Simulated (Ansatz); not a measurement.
Run report: CH₅B₂ClO₂, geometry relaxation (part 1 of 2)

System: CH₅B₂ClO₂, SMILES BC(O)OBCl.
Method: RKS CAM-B3LYP/def2-SVP (Ansatz 0.2.0).

It belongs to a series of runs on one base structure; here: end point B relaxed. Figures and captions count atoms from 1; the log counts them from 0 in places.

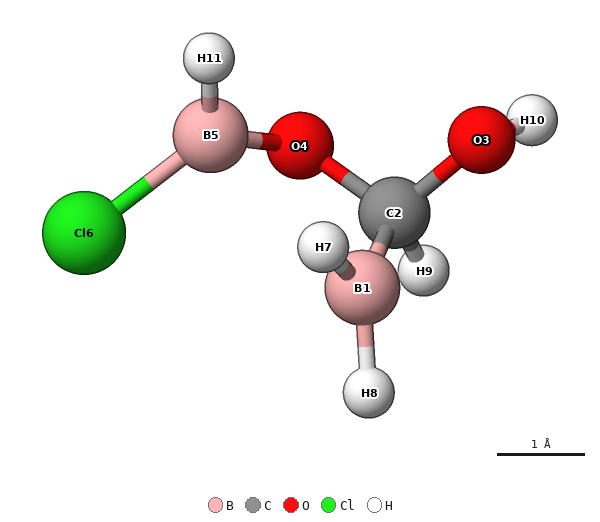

Fig. 1: The structure as given in the input (ball-and-stick view, seen at a tilt; atoms are numbered from 1 in the order of the input).

## The input
```yaml
crystal:
  periodic: [false, false, false]
  atoms:
    - { symbol: B, position_ang: [-1.5134, -0.9673, -0.7266] }
    - { symbol: C, position_ang: [-0.1738, -0.2716, -0.3423] }
    - { symbol: O, position_ang: [0.7167, -1.306, -0.1368] }
    - { symbol: O, position_ang: [-0.2869, 0.4872, 0.8393] }
    - { symbol: B, position_ang: [-1.42363, 0.16203, 1.60189] }
    - { symbol: Cl, position_ang: [-2.95053, 1.18677, 1.43856] }
    - { symbol: H, position_ang: [-2.0795, -1.6549, 0.0138] }
    - { symbol: H, position_ang: [-2.0212, -0.6583, -1.7878] }
    - { symbol: H, position_ang: [0.1344, 0.3851, -1.171] }
    - { symbol: H, position_ang: [1.6464, -0.9564, -0.3487] }
    - { symbol: H, position_ang: [-1.38455, -0.6633, 2.43732] }
basis:
  gaussian: { orbitals: def2-SVP }
hamiltonian:
  xc: cam_b3lyp
relax:
  f_tol: 0.015
  max_steps: 40
output:
  orbitals: {}
```

Launched with:
```bash
ansatz run input.yaml --threads 2 --pin off --max-ram 3072MiB --backend cpu --events-out ev --progress --plain --runs-dir out
```

## Log
```
The last accepted step is kept in [file] (removed where the run ends without a failure and the disk answers)
Engine: ansatz 0.2.0, aarch64-unknown-linux-gnu
Functional definition: CAM-B3LYP
  parameter alpha = 0.19
  parameter beta = 0.46
  parameter omega = 0.33/bohr
  parameter ac = 0.81
  exchange = (1 - alpha - beta)*b88_x + beta*b88_x_sr(omega) + alpha*exact_x + beta*exact_x_lr(omega)
  correlation = (1 - ac)*vwn5_c + ac*lyp_c
1222 factors; integrals over basis functions are off by at most 2.4e-4 eV
354 factors; integrals over basis functions are off by at most 9.2e-7 eV
mean field evaluation 1: about -19072.5071 eV, gradient 4.6e1 eV
mean field evaluation 2: about -19070.9749 eV, gradient 5.7e1 eV
mean field evaluation 4: about -19076.4796 eV, gradient 2.4e0 eV
mean field evaluation 8: about -19076.5366 eV, gradient 6.5e-2 eV
mean field evaluation 16: about -19076.5366 eV, gradient 3.5e-5 eV
mean field -19076.53661201 eV, -701.0497899505 hartree, gradient 3.5e-5 eV, S^2 0.000000; 0 other end points of the search recorded, 0 dependent functions left out
the calculation of the forces begins
reference -19076.53673658 eV, -701.0497945284 hartree; 27, 27 occupied and 86, 86 virtual orbitals, 1222 factors
relax step   1: F+E_penalty+E_count = -19076.53661201 eV  Δ(F+E_penalty+E_count) = +0.000e0 eV  max|allowed force component| = 2.559e0 eV/Å  Δτ_max = 0.0000 Å  (29 SCF iters, accepted)
these checks for a lower state are left out or cut short: starts, cluster_reference, orbital_swaps, neighbouring_geometries, increment
1222 factors; integrals over basis functions are off by at most 3.1e-4 eV
354 factors; integrals over basis functions are off by at most 1.0e-6 eV
mean field -19076.83928080 eV, -701.0609128234 hartree, gradient 1.2e-5 eV, S^2 0.000000; 0 other end points of the search recorded, 0 dependent functions left out
[... from here on the field's lines of each further geometry are left out, up to the last ...]
relax step   2: F+E_penalty+E_count = -19076.83928080 eV  Δ(F+E_penalty+E_count) = -3.027e-1 eV  max|allowed force component| = 1.377e0 eV/Å  Δτ_max = 0.1582 Å  (32 SCF iters, accepted)
relax step   3: F+E_penalty+E_count = -19076.96891934 eV  Δ(F+E_penalty+E_count) = -1.296e-1 eV  max|allowed force component| = 5.786e-1 eV/Å  Δτ_max = 0.1198 Å  (33 SCF iters, accepted)
relax step   4: F+E_penalty+E_count = -19077.02926874 eV  Δ(F+E_penalty+E_count) = -6.035e-2 eV  max|allowed force component| = 1.019e0 eV/Å  Δτ_max = 0.1998 Å  (32 SCF iters, accepted)
relax step   5: F+E_penalty+E_count = -19077.09036097 eV  Δ(F+E_penalty+E_count) = -6.109e-2 eV  max|allowed force component| = 3.811e-1 eV/Å  Δτ_max = 0.1102 Å  (33 SCF iters, accepted)
relax step   6: F+E_penalty+E_count = -19077.18830346 eV  Δ(F+E_penalty+E_count) = -9.794e-2 eV  max|allowed force component| = 3.878e-1 eV/Å  Δτ_max = 0.1998 Å  (32 SCF iters, accepted)
relax step   7: F+E_penalty+E_count = -19077.26269532 eV  Δ(F+E_penalty+E_count) = -7.439e-2 eV  max|allowed force component| = 6.415e-1 eV/Å  Δτ_max = 0.1953 Å  (32 SCF iters, accepted)
relax step   8: F+E_penalty+E_count = -19077.36500848 eV  Δ(F+E_penalty+E_count) = -1.023e-1 eV  max|allowed force component| = 1.164e0 eV/Å  Δτ_max = 0.1950 Å  (32 SCF iters, accepted)
relax step   9: F+E_penalty+E_count = -19077.49939340 eV  Δ(F+E_penalty+E_count) = -1.344e-1 eV  max|allowed force component| = 6.716e-1 eV/Å  Δτ_max = 0.1995 Å  (31 SCF iters, accepted)
relax step  10: F+E_penalty+E_count = -19077.61130826 eV  Δ(F+E_penalty+E_count) = -1.119e-1 eV  max|allowed force component| = 4.389e-1 eV/Å  Δτ_max = 0.1947 Å  (32 SCF iters, accepted)
relax step  11: F+E_penalty+E_count = -19077.61570248 eV  Δ(F+E_penalty+E_count) = -4.394e-3 eV  max|allowed force component| = 1.146e0 eV/Å  Δτ_max = 0.1916 Å  (33 SCF iters, accepted)
relax step  12: F+E_penalty+E_count = -19077.69402157 eV  Δ(F+E_penalty+E_count) = -7.832e-2 eV  max|allowed force component| = 6.128e-1 eV/Å  Δτ_max = 0.1204 Å  (32 SCF iters, accepted)
relax step  13: F+E_penalty+E_count = -19077.71909935 eV  Δ(F+E_penalty+E_count) = -2.508e-2 eV  max|allowed force component| = 3.467e-1 eV/Å  Δτ_max = 0.0518 Å  (32 SCF iters, accepted)
relax step  14: F+E_penalty+E_count = -19077.72565651 eV  Δ(F+E_penalty+E_count) = -6.557e-3 eV  max|allowed force component| = 1.264e-1 eV/Å  Δτ_max = 0.0116 Å  (34 SCF iters, accepted)
relax step  15: F+E_penalty+E_count = -19077.72581630 eV  Δ(F+E_penalty+E_count) = -1.598e-4 eV  max|allowed force component| = 1.672e-1 eV/Å  Δτ_max = 0.0190 Å  (34 SCF iters, accepted)
relax step  16: F+E_penalty+E_count = -19077.72652233 eV  Δ(F+E_penalty+E_count) = -7.060e-4 eV  max|allowed force component| = 9.157e-2 eV/Å  Δτ_max = 0.0120 Å  (28 SCF iters, accepted)
the calculation of the forces begins
reference -19077.72702735 eV, -701.0935369074 hartree; 27, 27 occupied and 86, 86 virtual orbitals, 1222 factors
relax step  17: F+E_penalty+E_count = -19077.72690493 eV  Δ(F+E_penalty+E_count) = -3.826e-4 eV  max|allowed force component| = 9.063e-3 eV/Å  Δτ_max = 0.0053 Å  (26 SCF iters, accepted)
1222 factors; integrals over basis functions are off by at most 3.1e-4 eV
354 factors; integrals over basis functions are off by at most 1.3e-6 eV
mean field evaluation 128: about -19077.6756 eV, gradient 1.8e-1 eV
```

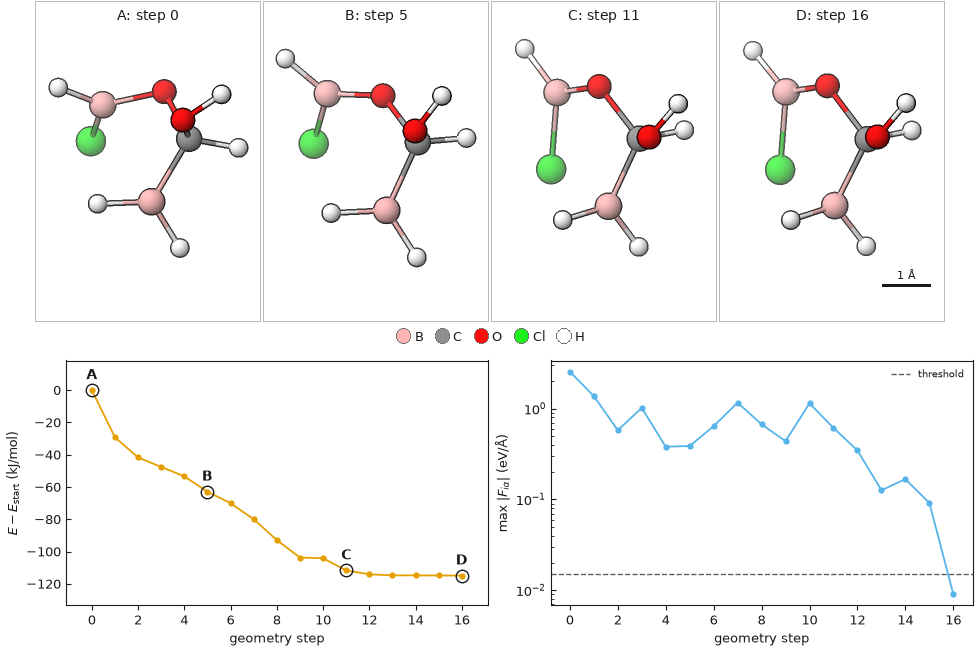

Fig. 2: Frames of the relaxation (ball-and-stick view, seen at a tilt) above the curves, on which the letters mark them (the first geometry is step 0 here and step 1 in the log).

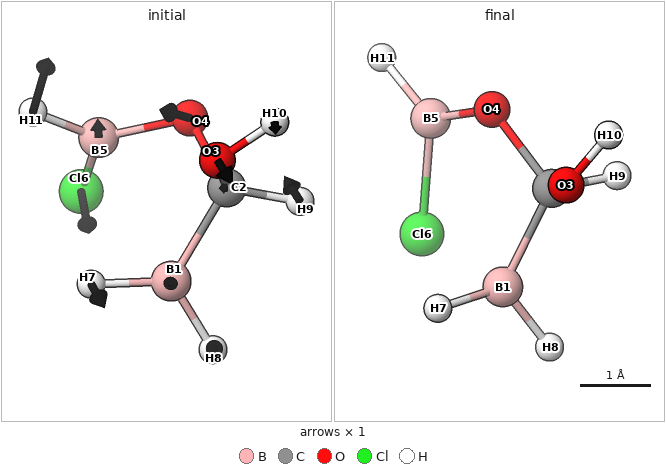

Fig. 3: Before (left) and after (right) the relaxation, at one scale (ball-and-stick view, seen at a tilt). The black arrows give the displacements, at true length. H11 moves most after the best rigid fit: 1.34 Å. By element the largest moves are H 1.34 Å, Cl 1.07 Å, O 0.67 Å, B 0.28 Å, C 0.12 Å. Distances before and after: O4–B5 1.407 → 1.310 Å, C2–O4 1.409 → 1.470 Å, B1–C2 1.558 → 1.609 Å, O3–H10 1.016 → 0.966 Å. Among the angles that change: C2–O4–B5 113.3° → 120.7°, O4–C2–H9 109.4° → 103.3°, C2–B1–H7 121.9° → 116.0°. Over 16 geometry steps the energy falls by 114.8 kJ/mol. Largest force component: 2.6 eV/Å at the start, 0.0091 eV/Å at the end. (Atoms are counted from 1 in the order of the input.)

```
mean field -19077.72690493 eV, -701.0935324085 hartree, gradient 9.6e-6 eV, S^2 0.000000; 1 other end points of the search recorded, 0 dependent functions left out
the calculation of the forces begins
reference -19077.72702735 eV, -701.0935369074 hartree; 27, 27 occupied and 86, 86 virtual orbitals, 1222 factors
Total energy: -19077.72702735 eV, -701.0935369074 hartree
Atom 0 at    -1.695133    -0.808624    -0.748993 Å, force    -0.003005    -0.000311     0.000308 eV/Å
Atom 1 at    -0.221772    -0.372165    -0.271375 Å, force     0.005798     0.001905    -0.006978 eV/Å
Atom 2 at     0.631072    -1.410084    -0.561374 Å, force    -0.002790     0.000908     0.002323 eV/Å
Atom 3 at    -0.182036    -0.106757     1.174098 Å, force     0.001771     0.003619    -0.008546 eV/Å
Atom 4 at    -1.260272     0.272188     1.815342 Å, force    -0.003596    -0.000382     0.001007 eV/Å
Atom 5 at    -2.781665     0.373216     0.823378 Å, force     0.004179    -0.001201     0.006025 eV/Å
Atom 6 at    -2.052497    -1.909246    -0.418906 Å, force     0.002044    -0.003623    -0.003185 eV/Å
Atom 7 at    -2.136428    -0.320076    -1.757230 Å, force     0.000093     0.002143    -0.003047 eV/Å
Atom 8 at     0.132570     0.576471    -0.713759 Å, force    -0.000024    -0.005003     0.001438 eV/Å
Atom 9 at     1.546333    -1.108460    -0.498733 Å, force    -0.000820    -0.001379     0.001591 eV/Å
Atom 10 at    -1.316181     0.556837     2.975221 Å, force    -0.003648     0.003325     0.009063 eV/Å
Dipole moment:     0.252568     0.389703     0.152266 e Å
```

## Trajectory as extended XYZ (Å, eV, eV/Å), 17 frames, from step=1 to step=17
```
11
Properties=species:S:1:pos:R:3:forces:R:3 step=1 energy=-19076.53661
B    -1.5134   -0.9673   -0.7266   -0.4849   0.9424  -1.4747
C    -0.1738   -0.2716   -0.3423    0.1917   0.0070  -0.1546
O     0.7167   -1.3060   -0.1368    2.5585   0.2267  -0.9235
O    -0.2869    0.4872    0.8393   -2.2824   0.1060   1.0188
B    -1.4236    0.1620    1.6019    0.7825   1.9932  -0.7384
Cl   -2.9505    1.1868    1.4386    1.2928  -0.9307  -0.0033
H    -2.0795   -1.6549    0.0138   -0.3999  -0.8362   0.8185
H    -2.0212   -0.6583   -1.7878    0.0648  -0.3914   0.1813
H     0.1344    0.3851   -1.1710    0.3680   0.2570   0.2358
H     1.6464   -0.9564   -0.3487   -1.8740  -0.9101   0.5997
H    -1.3845   -0.6633    2.4373   -0.2171  -0.4640   0.4404
11
Properties=species:S:1:pos:R:3:forces:R:3 step=2 energy=-19076.83928
B    -1.5755   -0.8991   -0.7723   -0.0903  -0.6949  -0.8386
C    -0.2022   -0.2447   -0.3466    0.3521   0.4094  -0.2940
O     0.6658   -1.3232   -0.1862    0.7275   0.2571  -0.2548
O    -0.2994    0.5207    0.8462   -1.2640  -0.1503   1.1713
B    -1.3466    0.2492    1.7091    0.2384   0.4297  -1.3766
Cl   -2.9118    1.1208    1.4156    0.7728  -0.3437   0.2482
H    -2.0623   -1.7308   -0.0545   -0.0774   0.1485   0.1874
H    -2.0318   -0.7588   -1.8961    0.0709   0.1469   0.4444
H     0.1771    0.4488   -1.1223    0.0709  -0.0281   0.2016
H     1.5918   -1.0009   -0.2841   -0.8727  -0.3529   0.1398
H    -1.3410   -0.6387    2.5088    0.0718   0.1783   0.3715
11
Properties=species:S:1:pos:R:3:forces:R:3 step=3 energy=-19076.96892
B    -1.5597   -0.9359   -0.8411   -0.0897  -0.3534  -0.1129
C    -0.2066   -0.2389   -0.3682    0.2586   0.2990  -0.2965
O     0.6579   -1.3264   -0.2213   -0.0098   0.1559  -0.0321
O    -0.3412    0.5050    0.8445   -0.5786  -0.5682   0.2262
B    -1.3590    0.2272    1.7032   -0.0466   0.4663  -0.0965
Cl   -2.8940    1.1401    1.4742    0.4064  -0.3452   0.1116
H    -2.0667   -1.7405   -0.0836    0.1156   0.2692  -0.0928
H    -2.0350   -0.7836   -1.9457    0.1322   0.0648   0.2203
H     0.2052    0.4822   -1.1030   -0.0699  -0.1127   0.1624
H     1.5734   -1.0089   -0.2479   -0.1438  -0.1004   0.0292
H    -1.3103   -0.5770    2.6067    0.0255   0.2248  -0.1188
11
Properties=species:S:1:pos:R:3:forces:R:3 step=4 energy=-19077.02927
B    -1.5215   -0.9448   -0.8817   -0.2012   0.0556  -0.5872
C    -0.1848   -0.2382   -0.4235   -1.0191  -0.5549   0.5487
O     0.6416   -1.3482   -0.3197    0.3201   0.0744   0.0663
O    -0.4311    0.3756    0.8295    0.2857   0.1406   0.4585
B    -1.3946    0.2583    1.7597    0.2825  -0.2938  -0.3345
Cl   -2.9365    1.0806    1.5182   -0.1923   0.1358  -0.0180
H    -2.0545   -1.6821   -0.0947    0.0998   0.0266   0.0220
H    -1.9813   -0.7994   -1.9822   -0.0325  -0.0174  -0.0429
H     0.2387    0.5293   -1.0644    0.2107   0.3443  -0.3168
H     1.5592   -1.0580   -0.2595    0.1756  -0.0841   0.0234
H    -1.2711   -0.4298    2.7360    0.0707   0.1729   0.1804
11
Properties=species:S:1:pos:R:3:forces:R:3 step=5 energy=-19077.09036
B    -1.5318   -0.9552   -0.9423   -0.1000   0.0492   0.0192
C    -0.2103   -0.2518   -0.4179   -0.3811  -0.0742   0.2798
O     0.6374   -1.3511   -0.3151    0.0252   0.0368   0.0326
O    -0.4315    0.3650    0.8453    0.3036  -0.2219   0.0280
B    -1.3779    0.2637    1.7861    0.1424  -0.2706   0.0644
Cl   -2.9316    1.0610    1.5396   -0.2657   0.0977  -0.0534
H    -2.0637   -1.6935   -0.1537    0.0092  -0.0192  -0.0821
H    -1.9769   -0.8040   -2.0460    0.0427   0.0032  -0.0732
H     0.2260    0.5261   -1.0520    0.0707   0.1648  -0.1580
H     1.5525   -1.0551   -0.2376    0.0850  -0.0115   0.0065
H    -1.2281   -0.3619    2.8114    0.0680   0.2456  -0.0640
11
Properties=species:S:1:pos:R:3:forces:R:3 step=6 energy=-19077.18830
B    -1.5507   -0.9484   -0.9610   -0.0056   0.0527   0.0352
C    -0.2296   -0.2598   -0.4000   -0.2074   0.0605   0.1028
O     0.6297   -1.3577   -0.3677   -0.0581   0.0288   0.0111
O    -0.3947    0.2851    0.9013    0.3442  -0.3878   0.2780
B    -1.3541    0.2708    1.8297    0.0580  -0.1443  -0.0427
Cl   -2.9386    0.9665    1.4549   -0.2002  -0.0184  -0.0712
H    -2.1094   -1.7086   -0.2147    0.0134  -0.0142  -0.0614
H    -1.9451   -0.7822   -2.0848    0.0502   0.0174   0.0021
H     0.1970    0.5517   -1.0051   -0.0107   0.0894  -0.1111
H     1.5463   -1.0675   -0.2652   -0.0364   0.0200  -0.0208
H    -1.1869   -0.2067    2.9302    0.0527   0.2960  -0.1220
```
